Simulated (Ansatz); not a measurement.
# C₄H₁₂InN: ionisation energy by level of theory

Aim: the vertical ionisation energy of C₄H₁₂InN, as cation minus neutral at the neutral's geometry, on several levels, and how well −ε(HOMO) stands in for it.

Computed with Ansatz 0.2.0, Gaussian basis. Level: unrestricted cation, the program's frozen cores in correlated methods.

Levels to be run: UKS PBE-D4/def2-TZVPP; UKS r2SCAN-D4/def2-TZVPP; UKS PBE0-D4/def2-TZVPP; UKS B3LYP-D4/def2-TZVPP; UKS wB97X-V/def2-TZVPP; UKS wB97M-V/def2-TZVPP; UKS B2PLYP/def2-TZVPP; UHF-CCSD(T)/def2-TZVPP; UHF-MP2/def2-QZVPP; extrapolation to the limit; then −ε(HOMO) from the neutral's earlier runs with LDA (SPW92), PBE-D4, revPBE-D4, BLYP-D4, r2SCAN-D4, B97M-V, PBE0-D4, B3LYP-D4, r2SCANh-D4, r2SCAN0-D4, HSE06-D4, BHLYP-D4, CAM-B3LYP-D4, LC-ωPBE, ωB97X-V, ωB97M-V.

### 1 The geometry

An earlier PBE0-D4 in a triple-zeta def2 set relaxation fixed the geometry. In takes the def2 core potential; no spin-orbit term is included.

SMILES `CC(C)(C)[NH][InH2]`, 18 atoms, charge 0, spin multiplicity 1.

Atoms are counted from 1 here; the program's logs count them from 0.

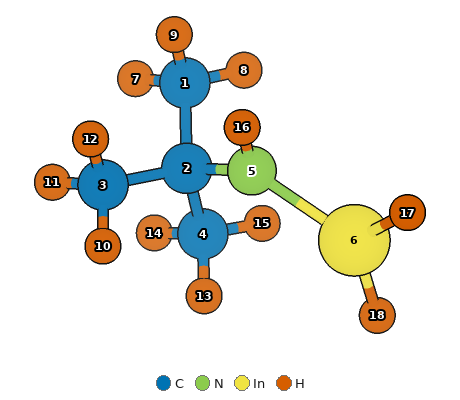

The geometry (carbon blue, nitrogen green, indium yellow, hydrogen orange); atoms are numbered from 1 in the order of the file.

Coordinates:

```mol
C4H12InN
  3D, bonds by distance, orders not assigned

 18 17  0  0  0  0  0  0  0  0999 V2000
   -0.1441   -1.7469    0.2968 C   0  0
    0.2322   -0.3089   -0.0680 C   0  0
    1.7501   -0.2141   -0.2393 C   0  0
   -0.4452    0.0713   -1.3747 C   0  0
   -0.1973    0.5917    0.9889 N   0  0
   -1.4590    2.1610    1.0504 In  0  0
    0.1858   -2.4537   -0.4698 H   0  0
   -1.2265   -1.8368    0.4118 H   0  0
    0.3217   -2.0364    1.2432 H   0  0
    2.0369    0.8037   -0.5129 H   0  0
    2.1088   -0.8983   -1.0134 H   0  0
    2.2577   -0.4688    0.6955 H   0  0
   -0.1889    1.0933   -1.6669 H   0  0
   -0.1300   -0.5977   -2.1781 H   0  0
   -1.5330    0.0044   -1.2873 H   0  0
    0.2448    0.3554    1.8667 H   0  0
   -1.5484    2.8264    2.6298 H   0  0
   -2.2656    2.6546   -0.3725 H   0  0
  1  2  8  0
  2  3  8  0
  2  4  8  0
  2  5  8  0
  5  6  8  0
  1  7  8  0
  1  8  8  0
  1  9  8  0
  3 10  8  0
  3 11  8  0
  3 12  8  0
  4 13  8  0
  4 14  8  0
  4 15  8  0
  5 16  8  0
  6 17  8  0
  6 18  8  0
M  END
```

### 2 Cation, UKS PBE-D4/def2-TZVPP

File in.yaml:

```yaml
crystal:
  periodic: [false, false, false]
  atoms:
    - {symbol: C, position_ang: [-0.144058, -1.746885, 0.296844]}
    - {symbol: C, position_ang: [0.232183, -0.308930, -0.068033]}
    - {symbol: C, position_ang: [1.750084, -0.214122, -0.239295]}
    - {symbol: C, position_ang: [-0.445161, 0.071270, -1.374706]}
    - {symbol: N, position_ang: [-0.197287, 0.591659, 0.988876]}
    - {symbol: In, position_ang: [-1.458964, 2.161048, 1.050358]}
    - {symbol: H, position_ang: [0.185758, -2.453748, -0.469828]}
    - {symbol: H, position_ang: [-1.226512, -1.836790, 0.411801]}
    - {symbol: H, position_ang: [0.321719, -2.036372, 1.243188]}
    - {symbol: H, position_ang: [2.036946, 0.803668, -0.512892]}
    - {symbol: H, position_ang: [2.108793, -0.898343, -1.013448]}
    - {symbol: H, position_ang: [2.257651, -0.468811, 0.695507]}
    - {symbol: H, position_ang: [-0.188949, 1.093263, -1.666868]}
    - {symbol: H, position_ang: [-0.130050, -0.597699, -2.178098]}
    - {symbol: H, position_ang: [-1.532964, 0.004380, -1.287345]}
    - {symbol: H, position_ang: [0.244807, 0.355377, 1.866661]}
    - {symbol: H, position_ang: [-1.548402, 2.826433, 2.629835]}
    - {symbol: H, position_ang: [-2.265614, 2.654583, -0.372546]}
basis:
  gaussian: {orbitals: def2-TZVPP}
total_charge: 1
magnetization: {spin_polarized: true, initial_magnetization: 1}
hamiltonian: {xc: pbe, dispersion: d4}
```

Started as:

```console
> ansatz run in.yaml --threads 2 --pin off --events-out ev --progress --plain --max-ram 32768MiB --backend cuda --devices 0, --max-vram 18GiB
```

The log of the run:

```text
Functional definition: PBE
  name "PBE"
  cite "Perdew, Burke & Ernzerhof, Phys. Rev. Lett. 77, 3865 (1996) doi:10.1103/PhysRevLett.77.3865"
  parent pbe
  parameter kappa = 0.804
  parameter beta = 0.06672455060314922
  exchange = pbe_x(kappa = kappa, mu = beta*pi^2/3)
  correlation = pbe_c(beta = beta)
1971 factors; their error is unknown
mean field evaluation 1: about -10948.7494 eV, gradient 9.5e1 eV
mean field evaluation 2: about -10383.7908 eV, gradient 2.6e2 eV
mean field evaluation 4: about -10986.8416 eV, gradient 3.7e1 eV
mean field evaluation 8: about -10993.6023 eV, gradient 1.8e0 eV
mean field evaluation 16: about -10993.5807 eV, gradient 7.0e-3 eV
mean field evaluation 32: about -10992.0122 eV, gradient 1.2e1 eV
mean field -10993.58067213 eV, -404.0066379840 hartree, gradient 4.3e-5 eV, S^2 0.753357; 4 other end points of the search recorded, 0 dependent functions left out
reference -10993.58072835 eV, -404.0066400500 hartree; 32, 31 occupied and 341, 342 virtual orbitals, 1971 factors
Total energy: -10993.97741227 eV, -404.0212179155 hartree
```

It took 10 s on 1 × H100 (card shared with other runs) with 2 threads, shared host; peak host memory 0.98 GiB.

The neutral molecule at this level: -11002.0741 eV. Difference: 8.097 eV. ⟨S²⟩ = 0.753.

### 3 Cation, UKS r2SCAN-D4/def2-TZVPP

in.yaml, as its differences from that of step 2:

```diff
@@ -25,2 +25,2 @@
 magnetization: {spin_polarized: true, initial_magnetization: 1}
-hamiltonian: {xc: pbe, dispersion: d4}
+hamiltonian: {xc: r2scan, dispersion: d4}
```

Launched as before.

The log of the run:

```text
Functional definition: r2SCAN
  name "r2SCAN"
  cite "Furness, Kaplan, Ning, Perdew & Sun, J. Phys. Chem. Lett. 11, 8208 (2020) doi:10.1021/acs.jpclett.0c02405"
  cite "Furness, Kaplan, Ning, Perdew & Sun, J. Phys. Chem. Lett. 11, 9248 (2020) doi:10.1021/acs.jpclett.0c03077"
  parent r2scan
  parameter k0 = 0.174
  parameter k1 = 0.065
  parameter a1 = 4.9479
  exchange = r2scan_x(k0 = k0, k1 = k1, a1 = a1)
  correlation = r2scan_c
1971 factors; their error is unknown
mean field evaluation 1: about -10961.2967 eV, gradient 8.8e1 eV
mean field evaluation 2: about -10528.9776 eV, gradient 2.4e2 eV
mean field evaluation 4: about -10994.3224 eV, gradient 3.4e1 eV
mean field evaluation 8: about -11000.1953 eV, gradient 1.9e0 eV
mean field evaluation 16: about -11000.1818 eV, gradient 7.9e-3 eV
mean field -11000.18183238 eV, -404.2492261489 hartree, gradient 2.7e-5 eV, S^2 0.756667; 1 other end points of the search recorded, 0 dependent functions left out
reference -11000.18185105 eV, -404.2492268352 hartree; 32, 31 occupied and 341, 342 virtual orbitals, 1971 factors
Total energy: -11000.28446615 eV, -404.2529978704 hartree
```

Run time: 8.5 s. Hardware: 1 × H100 (card shared with other runs) with 2 threads, shared host; peak host memory 1.1 GiB.

Less the neutral's -11008.2765 eV (earlier run), this gives 7.992 eV. ⟨S²⟩ = 0.757.

### 4 Cation, UKS PBE0-D4/def2-TZVPP

in.yaml, as its differences from that of step 3:

```diff
@@ -25,2 +25,2 @@
 magnetization: {spin_polarized: true, initial_magnetization: 1}
-hamiltonian: {xc: r2scan, dispersion: d4}
+hamiltonian: {xc: pbe0, dispersion: d4}
```

Launched as before.

The log of the run:

```text
Functional definition: PBE0
  name "PBE0"
  cite "Adamo & Barone, J. Chem. Phys. 110, 6158 (1999) doi:10.1063/1.478522"
  cite "Perdew, Burke & Ernzerhof, Phys. Rev. Lett. 77, 3865 (1996) doi:10.1103/PhysRevLett.77.3865"
  parent pbe
  parameter a = 0.25
  parameter kappa = 0.804
  parameter beta = 0.06672455060314922
  exchange = (1 - a)*pbe_x(kappa = kappa, mu = beta*pi^2/3) + a*exact_x
  correlation = pbe_c(beta = beta)
2064 factors; their error is unknown
mean field evaluation 1: about -10961.7600 eV, gradient 8.0e1 eV
mean field evaluation 2: about -10621.0699 eV, gradient 2.2e2 eV
mean field evaluation 4: about -10990.8061 eV, gradient 2.7e1 eV
mean field evaluation 8: about -10994.5548 eV, gradient 1.2e0 eV
mean field evaluation 16: about -10994.5977 eV, gradient 3.3e-3 eV
mean field -10994.59768078 eV, -404.0440123628 hartree, gradient 6.9e-5 eV, S^2 0.755484; 0 other end points of the search recorded, 0 dependent functions left out
reference -10994.59772041 eV, -404.0440138192 hartree; 32, 31 occupied and 341, 342 virtual orbitals, 2064 factors
Total energy: -10994.93525878 eV, -404.0564181254 hartree
```

It took 6.5 s on 1 × H100 (card shared with other runs) with 2 threads, shared host; peak host memory 0.97 GiB.

The neutral molecule at this level: -11002.9828 eV. Difference: 8.048 eV. ⟨S²⟩ = 0.755.

### 5 Cation, UKS B3LYP-D4/def2-TZVPP

in.yaml, as its differences from that of step 4:

```diff
@@ -25,2 +25,2 @@
 magnetization: {spin_polarized: true, initial_magnetization: 1}
-hamiltonian: {xc: pbe0, dispersion: d4}
+hamiltonian: {xc: {name: B3LYP}, dispersion: d4}
```

Launched as before.

The log of the run (excerpt; [...] marks lines left out):

```text
Functional definition: B3LYP
  name "B3LYP"
  cite "Stephens, Devlin, Chabalowski & Frisch, J. Phys. Chem. 98, 11623 (1994) doi:10.1021/j100096a001"
  cite "Becke, Phys. Rev. A 38, 3098 (1988) doi:10.1103/PhysRevA.38.3098"
  cite "Lee, Yang & Parr, Phys. Rev. B 37, 785 (1988) doi:10.1103/PhysRevB.37.785"
  cite "Vosko, Wilk & Nusair, Can. J. Phys. 58, 1200 (1980) doi:10.1139/p80-159"
[...]
2048 factors; their error is unknown
[...]
mean field -11003.81824023 eV, -404.3828616725 hartree, gradient 4.3e-5 eV, S^2 0.754777; 0 other end points of the search recorded, 0 dependent functions left out
reference -11003.81856845 eV, -404.3828737344 hartree; 32, 31 occupied and 341, 342 virtual orbitals, 2048 factors
Total energy: -11004.45248752 eV, -404.4061698306 hartree
```

It took 7 s on 1 × H100 (card shared with other runs) with 2 threads, shared host; peak host memory 0.96 GiB.

The neutral molecule at this level: -11012.6282 eV. Difference: 8.176 eV. ⟨S²⟩ = 0.755.

### 6 Cation, UKS wB97X-V/def2-TZVPP

in.yaml, as its differences from that of step 5:

```diff
@@ -25,2 +25,2 @@
 magnetization: {spin_polarized: true, initial_magnetization: 1}
-hamiltonian: {xc: {name: B3LYP}, dispersion: d4}
+hamiltonian: {xc: {name: wB97X-V}}
```

Same command.

The log of the run (excerpt; [...] marks lines left out):

```text
Functional definition: wB97X-V
  name "wB97X-V"
  cite "Mardirossian & Head-Gordon, Phys. Chem. Chem. Phys. 16, 9904 (2014) doi:10.1039/C3CP54374A"
  cite "Becke, J. Chem. Phys. 107, 8554 (1997) doi:10.1063/1.475007"
  cite "Vydrov & Van Voorhis, J. Chem. Phys. 133, 244103 (2010) doi:10.1063/1.3521275"
[...]
      + integral(e_c_pw_opposite_spin*poly(b97_u_opposite, cos0, cos1)) + vv10(b, c)
2035 factors; their error is unknown
525 factors; integrals over basis functions are off by at most 8.3e-6 eV
[...]
mean field -10999.60644325 eV, -404.2280809885 hartree, gradient 2.3e-5 eV, S^2 0.754629; 0 other end points of the search recorded, 0 dependent functions left out
reference -10999.60644062 eV, -404.2280808918 hartree; 32, 31 occupied and 341, 342 virtual orbitals, 2035 factors
Total energy: -10999.60644062 eV, -404.2280808918 hartree
```

It took 12 s on 1 × H100 (card shared with other runs) with 2 threads, shared host; peak host memory 1.2 GiB.

Less the neutral's -11007.7299 eV (earlier run), this gives 8.124 eV. ⟨S²⟩ = 0.755.

### 7 Cation, UKS wB97M-V/def2-TZVPP

in.yaml, as its differences from that of step 6:

```diff
@@ -25,2 +25,2 @@
 magnetization: {spin_polarized: true, initial_magnetization: 1}
-hamiltonian: {xc: {name: wB97X-V}}
+hamiltonian: {xc: {name: wB97M-V}}
```

The command is unchanged.

The log of the run (excerpt; [...] marks lines left out):

```text
Functional definition: wB97M-V
  name "wB97M-V"
  cite "Mardirossian & Head-Gordon, J. Chem. Phys. 144, 214110 (2016) doi:10.1063/1.4952647"
  cite "Becke, J. Chem. Phys. 107, 8554 (1997) doi:10.1063/1.475007"
  cite "Vydrov & Van Voorhis, J. Chem. Phys. 133, 244103 (2010) doi:10.1063/1.3521275"
  # Of w^i u^j: cxij and so on, Table III.
[...]
  gx(w, u) = 1 - cx + cx01*u + cx10*w
  gss(w, u) = css00 + css04*u^4 + css10*w + css20*w^2 + css43*w^4*u^3
  gos(w, u) = cos00 + cos10*w + (cos20 + cos21*u)*w^2 + (cos60 + cos61*u)*w^6
[...]
      + integral(e_c_pw_mod_opposite_spin*gos(b97_w_opposite, b97_u_opposite)) + vv10(b, c)
2007 factors; their error is unknown
525 factors; integrals over basis functions are off by at most 8.3e-6 eV
[...]
mean field -10996.95480903 eV, -404.1306352281 hartree, gradient 1.7e-5 eV, S^2 0.754430; 0 other end points of the search recorded, 0 dependent functions left out
reference -10996.95487529 eV, -404.1306376631 hartree; 32, 31 occupied and 341, 342 virtual orbitals, 2007 factors
Total energy: -10996.95487529 eV, -404.1306376631 hartree
```

Run time: 14 s. Hardware: 1 × H100 (card shared with other runs) with 2 threads, shared host; peak host memory 1.2 GiB.

Less the neutral's -11005.1130 eV (earlier run), this gives 8.158 eV. ⟨S²⟩ = 0.754.

### 8 Cation, UKS B2PLYP (frozen core)/def2-TZVPP

in.yaml, as its differences from that of step 7:

```diff
@@ -25,2 +25,2 @@
 magnetization: {spin_polarized: true, initial_magnetization: 1}
-hamiltonian: {xc: {name: wB97M-V}}
+hamiltonian: {xc: {name: B2PLYP}}
```

Same command.

The log of the run (excerpt; [...] marks lines left out):

```text
Functional definition: B2PLYP
  name "B2PLYP"
  cite "Grimme, J. Chem. Phys. 124, 034108 (2006) doi:10.1063/1.2148954"
  cite "Becke, Phys. Rev. A 38, 3098 (1988) doi:10.1103/PhysRevA.38.3098"
  cite "Lee, Yang & Parr, Phys. Rev. B 37, 785 (1988) doi:10.1103/PhysRevB.37.785"
[...]
2348 factors; integrals over basis functions are off by at most 1.1e-3 eV
[...]
mean field -10980.01545283 eV, -403.5081253698 hartree, gradient 2.7e-6 eV, S^2 0.757790; 0 other end points of the search recorded, 0 dependent functions left out
9 core orbitals not correlated: weight in the atoms' cores, before any rotation towards them, 1.000 or more for the frozen orbitals, at most 0.000 for the correlated occupied ones
reference -10980.01565802 eV, -403.5081329102 hartree; 23, 22 occupied and 341, 342 virtual orbitals, 2348 factors
second order -38.25459836 eV of doubles, -0.00000000 eV of singles
Total energy: -10990.34439957 eV, -403.8877071614 hartree
```

Wall time 19 s (1 × H100 (card shared with other runs) with 2 threads, shared host); peak host memory 2 GiB.

The neutral molecule at this level: -10998.4957 eV. Difference: 8.151 eV. ⟨S²⟩ = 0.758.

### 9 Cation, UHF-CCSD(T)/def2-TZVPP

in.yaml, as its differences from that of step 8:

```diff
@@ -25,2 +25,3 @@
 magnetization: {spin_polarized: true, initial_magnetization: 1}
-hamiltonian: {xc: {name: B2PLYP}}
+correlation: {method: ccsd_t}
+scf: {omitted_lower_state_checks: [cluster_reference]}
```

The command is unchanged.

The log of the run (excerpt; [...] marks lines left out):

```text
Functional definition: HF
  name "HF"
  cite "Fock, Z. Phys. 61, 126 (1930) doi:10.1007/BF01340294"
  parent pbe
[...]
2348 factors; integrals over basis functions are off by at most 1.1e-3 eV
[...]
mean field -10937.12406577 eV, -401.9318959682 hartree, gradient 3.5e-6 eV, S^2 0.763111; 2 other end points of the search recorded, 0 dependent functions left out
9 core orbitals not correlated: weight in the atoms' cores, before any rotation towards them, 1.000 or more for the frozen orbitals, at most 0.000 for the correlated occupied ones
reference -10937.12406577 eV, -401.9318959682 hartree; 23, 22 occupied and 341, 342 virtual orbitals, 2348 factors
second order -31.58803961 eV of doubles, -0.00000000 eV of singles
cycle   1  -32.36002958 eV  change   -7.7e-1 eV  update   1.2e-1
[...]
cycle  12  -33.34121634 eV  change   -1.5e-5 eV  update   2.7e-5
perturbative correction -1.21328977 eV, -0.0445875768 hartree
Total energy: -10971.67857189 eV, -403.2017506460 hartree
Checks for a lower state left out: cluster_reference
```

Run time: 2.9 min. Hardware: 1 × H100 (card shared with other runs) with 2 threads, shared host; peak host memory 1.8 GiB.

Less the neutral's -10979.8658 eV (earlier run), this gives 8.187 eV. ⟨S²⟩ = 0.763. T1 = 0.017 (report).

### 10 Cation, UHF-MP2/def2-QZVPP

in.yaml, as its differences from that of step 9:

```diff
@@ -22,6 +22,6 @@
 basis:
-  gaussian: {orbitals: def2-TZVPP}
+  gaussian: {orbitals: "def2-QZVPP.json"}
 total_charge: 1
 magnetization: {spin_polarized: true, initial_magnetization: 1}
-correlation: {method: ccsd_t}
+correlation: {method: mp2}
 scf: {omitted_lower_state_checks: [cluster_reference]}
```

The command is unchanged.

The log of the run (excerpt; [...] marks lines left out):

```text
Functional definition: HF
  name "HF"
  cite "Fock, Z. Phys. 61, 126 (1930) doi:10.1007/BF01340294"
  parent pbe
[...]
4332 factors; integrals over basis functions are off by at most 8.3e-4 eV
[...]
mean field -10937.44216461 eV, -401.9435858850 hartree, gradient 3.1e-6 eV, S^2 0.763174; 1 other end points of the search recorded, 0 dependent functions left out
9 core orbitals not correlated: weight in the atoms' cores, before any rotation towards them, 1.000 or more for the frozen orbitals, at most 0.000 for the correlated occupied ones
reference -10937.44216461 eV, -401.9435858850 hartree; 23, 22 occupied and 695, 696 virtual orbitals, 4332 factors
second order -38.22518231 eV of doubles, -0.00000000 eV of singles
Total energy: -10975.66734693 eV, -403.3483354250 hartree
Checks for a lower state left out: cluster_reference
```

Wall time 17 s (1 × H100 (card shared with other runs) with 2 threads, shared host); peak host memory 1.9 GiB.

Less the neutral's -10984.2097 eV (earlier run), this gives 8.542 eV. ⟨S²⟩ = 0.763.

### 11 The basis-set limit

This step is arithmetic on the last runs, with X = 3 and 4: exp(−7.88√X) for Hartree-Fock, X^−2.97 for correlation; only MP2 was run in the larger set, so CCSD(T) minus MP2 is added from the smaller one.

| level | energy at the limit (eV) |
| --- | --- |
| HF | -10937.4860 |
| MP2 | -10980.6276 |
| CCSD | -10982.3807 |
| CCSD(T) | -10983.5940 |

This is no true limit for total energies: MP2 correlation changes by a factor of 1.21 from triple to quadruple zeta (about 1.07 in light molecules), because outer-core shells are correlated in sets not made for them. Much of that cancels between molecule and atoms or ions.

The neutral's limit, from its own earlier runs, is -10991.9323 eV in the additive form (MP2 limit plus CCSD(T) minus MP2 in triple zeta), in which the cation has -10983.5940 eV.

### 12 The ladder

Differences are taken before rounding.

| method | ionisation energy (eV) | from CCSD(T)/CBS (eV) | time |
| --- | --- | --- | --- |
| PBE-D4 | 8.10 | -0.24 | 16 s |
| r2SCAN-D4 | 7.99 | -0.35 | 14 s |
| PBE0-D4 | 8.05 | -0.29 | 12 s |
| B3LYP-D4 | 8.18 | -0.16 | 13 s |
| ωB97X-V | 8.12 | -0.21 | 18 s |
| ωB97M-V | 8.16 | -0.18 | 26 s |
| B2PLYP | 8.15 | -0.19 | 28 s |
| HF/def2-TZVPP | 6.67 | -1.67 |  |
| MP2/def2-TZVPP | 8.45 | +0.12 |  |
| CCSD/def2-TZVPP | 8.06 | -0.27 |  |
| CCSD(T)/def2-TZVPP | 8.19 | -0.15 | 3.2 min |
| CCSD(T)/CBS | 8.34 | 0 | 3.5 min |

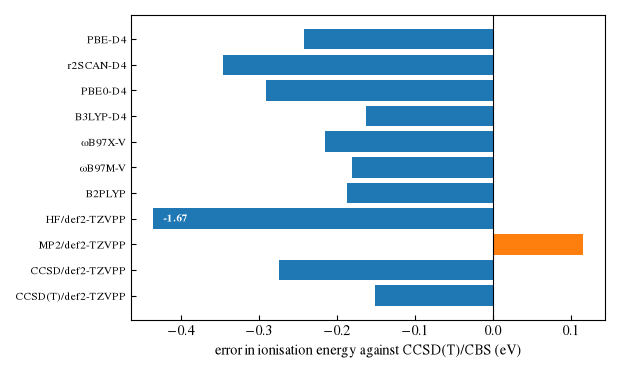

Error of each method against CCSD(T)/CBS. Bars with a number in them are cut short.

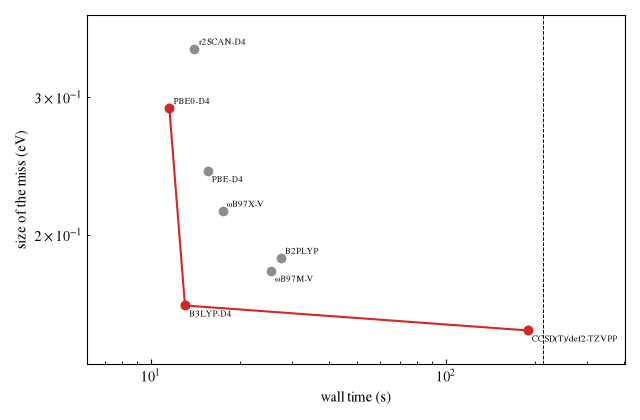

Accuracy for the time spent; red marks the levels that beat every quicker one drawn (of those quicker than the yardstick), and the dashed line is the time of CCSD(T)/CBS. Times are from a shared host. Runs this short are mostly start-up, so their order is noise.

Times add the cation's run and the neutral's; HF, MP2 and CCSD come out of the CCSD(T) runs.

For comparison, −ε(HOMO) of the neutral from earlier runs:

| functional | −ε(HOMO) (eV) | by energy difference (eV) |
| --- | --- | --- |
| LDA (SPW92) | 5.41 |  |
| PBE-D4 | 5.20 | 8.10 |
| revPBE-D4 | 5.11 |  |
| BLYP-D4 | 5.09 |  |
| r2SCAN-D4 | 5.39 | 7.99 |
| B97M-V | 5.52 |  |
| PBE0-D4 | 6.37 | 8.05 |
| B3LYP-D4 | 6.18 | 8.18 |
| r2SCANh-D4 | 5.83 |  |
| r2SCAN0-D4 | 6.52 |  |
| HSE06-D4 | 5.97 |  |
| BHLYP-D4 | 7.51 |  |
| CAM-B3LYP-D4 | 7.73 |  |
| LC-ωPBE | 9.04 |  |
| ωB97X-V | 8.72 | 8.12 |
| ωB97M-V | 8.66 | 8.16 |

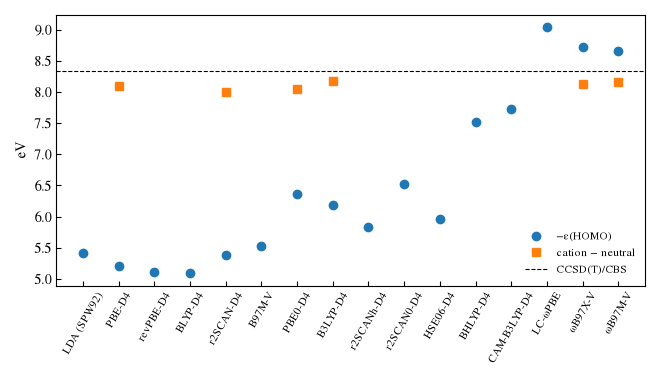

Orbital estimates and energy differences by functional.

### 13 Results

| quantity | value |
| --- | --- |
| ionisation energy, CCSD(T)/CBS | 8.34 eV |
| nearest functional by difference | B3LYP-D4 (-0.16 eV) |
| nearest −ε(HOMO) | ωB97M-V (+0.33 eV) |
| −ε(HOMO) of PBE | 5.20 eV |
| T1 of the cation | 0.017 |

**Reading.** Energy differences with functionals land within 0.35 eV of the reference. −ε(HOMO) of PBE misses by 3.1 eV, since self-interaction lifts the level. Among orbital estimates ωB97M-V comes nearest. Hartree-Fock falls 1.67 eV short, as the neutral has more correlation energy than the cation. The cation may have settled in a state other than its lowest; no search over hole states beyond the program's own was made. Correlated methods include outer-core shells of In, which these sets cover unevenly. With outer-core shells in play the reference is unsure by up to some tenths of an eV, so close misses can't be ranked.

For cost: CCSD(T)/def2-TZVPP gets within 0.15 eV in 3.2 min, where CCSD(T)/CBS took 3.5 min.
